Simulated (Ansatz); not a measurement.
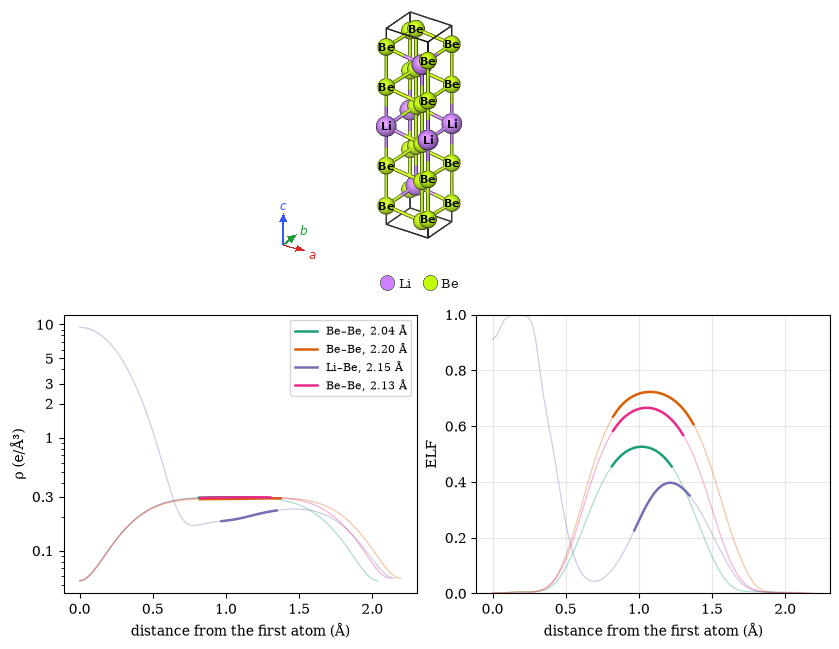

The picture shows: LiBe$_{4}$. Valence charge density (pseudo) and electron localisation function along straight lines between neighbouring atoms. Thin, pale parts lie inside the atomic spheres. The structure is drawn too.

Space group R-3m; a generated structure, not necessarily the stable one; changed on purpose from its base cell (volume × 0.88, shape and atoms relaxed); computed pressure about 15 GPa in this cell; computed without spin polarisation.

Method: DFT PBE, scalar-relativistic, plane waves, PAW in Ansatz.

In a PAW calculation such maps are meaningful between the atoms, not at the nuclei.

```
Li Be
1.0
     3.50312    0.00000    0.00000
    -1.75156    3.03379    0.00000
     0.00000    0.00000   10.73658
Li Be
3 12
Cartesian
  0.0000 2.0225 1.7895
  0.0000 0.0000 5.3683
  1.7516 1.0113 8.9471
  1.7516 1.0113 2.5596
  0.0000 2.0225 6.1385
  0.0000 0.0000 9.7174
  0.0000 0.0000 1.0192
  1.7516 1.0113 4.5980
  0.0000 2.0225 8.1770
  1.7516 1.0113 0.3641
  0.0000 2.0225 3.9430
  0.0000 0.0000 7.5218
  0.0000 0.0000 3.2147
  1.7516 1.0113 6.7936
  0.0000 2.0225 10.3725
```

Q: What can be read from the curves?

A: Be–Be (2.04 Å): ρ at the midpoint is about 0.3 e/Å³; the ELF reaches about 0.55 near the midpoint.
Be–Be (2.20 Å): the density is about 0.29 e/Å³ at the midpoint; the ELF peaks at about 0.70 between the atoms.
Li–Be (2.15 Å): ρ is about 0.19 e/Å³ halfway; the ELF is about 0.35 at the midpoint.
Be–Be (2.13 Å): the density is about 0.3 e/Å³ at the midpoint; the ELF peaks at about 0.65 between the atoms.
